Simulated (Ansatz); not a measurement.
Input

```
crystal:
  lattice:
    - [4.3222103168, 0.0, 0.0]
    - [-2.1611051584, 3.7431439348, 0.0]
    - [0.0, 0.0, 4.6511206152]
  atoms:
    - { symbol: Hf, position: [0.0, 0.0, 0.0] }
    - { symbol: Si, position: [0.6666666667, 0.3333333333, 0.0] }
    - { symbol: Si, position: [0.6666666667, 0.3333333333, 0.5] }
    - { symbol: B, position: [0.3333333333, 0.6666666667, 0.3212344924] }
    - { symbol: B, position: [0.3333333333, 0.6666666667, 0.6787655076] }
basis:
  ecutwfc: 420
kpoints:
  mp_grid: { grid: [12, 12, 8] }
hamiltonian:
  xc: pbe
scf:
  occupations: { method: gaussian, width: 0.1 }
output:
  forces: true
  stress: true
  eigenvalues: true
  write_density: true
  write_potential: true
  elf: true
  volumetric_format: npy
relax:
  adjacent_minimum: "off"
  f_tol: 0.01
  max_steps: 80
  cell: { stress_tol: 0.05 }
```

Command:

```sh
ansatz run input.yaml --threads 1 --pin off --max-ram 2560MiB --backend cpu --events-out ev --progress --plain --runs-dir out
```

Below, planes, directions and counts refer to the conventional cell (a = 4.30 Å, b = 4.30 Å, c = 4.70 Å, α = 90.00°, β = 90.00°, γ = 120.00°).

The fields are those of the relaxed geometry.

Space group P-6m2; a structure generated by program, which may or may not match a known phase.

The calculation used DFT PBE, scalar-relativistic, plane waves, PAW in Ansatz.

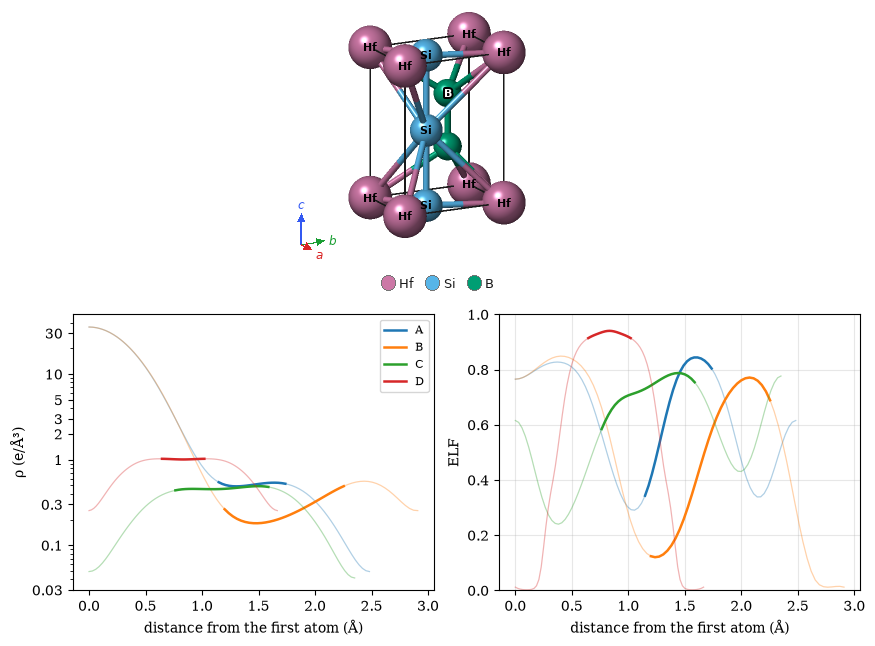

HfSi$_{2}$B$_{2}$. Valence charge density (pseudo) and electron localisation function along straight lines between neighbouring atoms. Thin, pale parts lie inside the atomic spheres. The structure is drawn too.

In a PAW calculation such maps are meaningful between the atoms, not at the nuclei.

**Which curve belongs to which contact (B–B, Hf–B, Hf–Si and Si–Si)? The first atom named is at distance zero.**

Curve A: Hf–Si (2.48 Å): ρ at the midpoint is about 0.5 e/Å³; the ELF peaks at about 0.85 in the valence shell of Si, 0.9 Å from its nucleus, and is about 0.45 at the midpoint. Curve B: Hf–B (2.91 Å): ρ at the midpoint is about 0.18 e/Å³; the ELF peaks at about 0.75 in the valence shell of B, 0.8 Å from its nucleus, and is about 0.20 at the midpoint. Curve C: Si–Si (2.35 Å): ρ is about 0.46 e/Å³ halfway; the ELF peaks at about 0.80 between the atoms. Curve D: B–B (1.67 Å): ρ is about 1 e/Å³ halfway; the ELF peaks at about 0.95 between the atoms.
